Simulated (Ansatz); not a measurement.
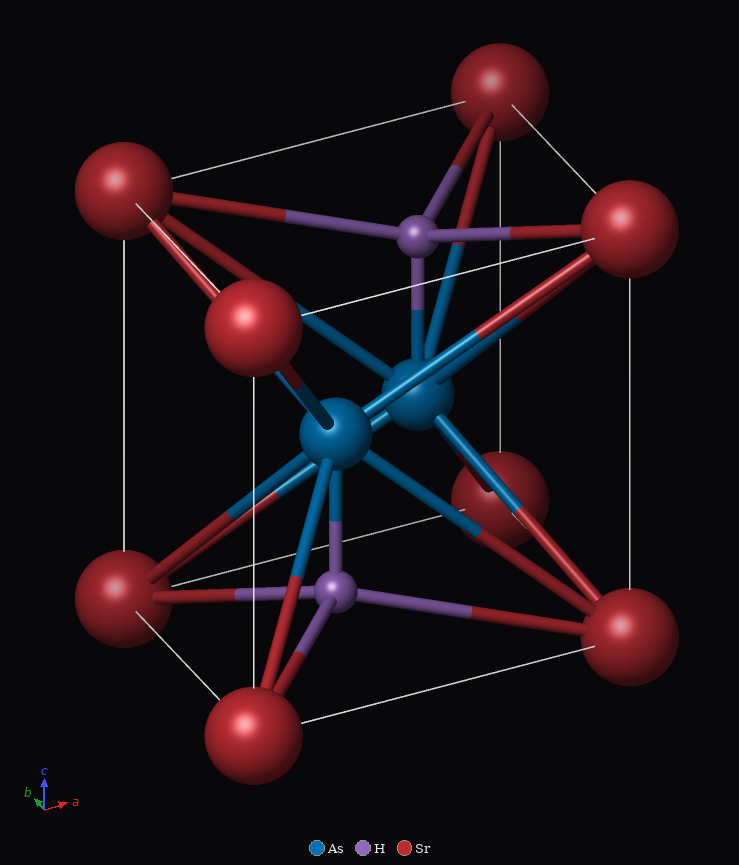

Structure drawing (ball-and-stick), viewed slightly off an axis. Atoms at the boundary of the simulation cell (the box) are drawn once for each face, edge or corner they touch.

Method used: DFT, PAW plane waves, PBE (Ansatz). It ran with wavefunction cutoff 420 eV, a 7×7×5 k-point grid, Fermi-Dirac smearing of 0.05 eV, no spin polarisation.

**What are the atomic charges by Bader's partition?**

Sr +1.41 e; As -0.39 e; H -0.32 e.

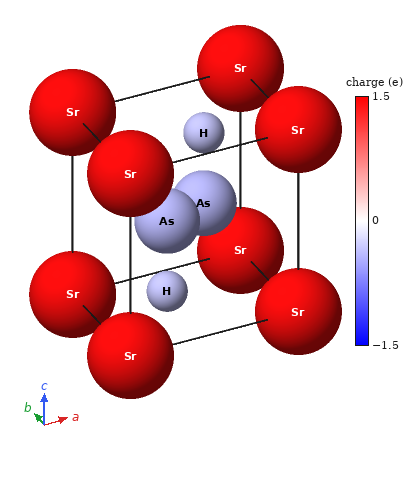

The atoms coloured by those charges.

The cell started as a generated cell, made by putting these elements into a known structure type (the compound may or may not exist in this form). The picture shows the end point of a geometry optimisation with DFT, PAW plane waves, PBE (Ansatz).
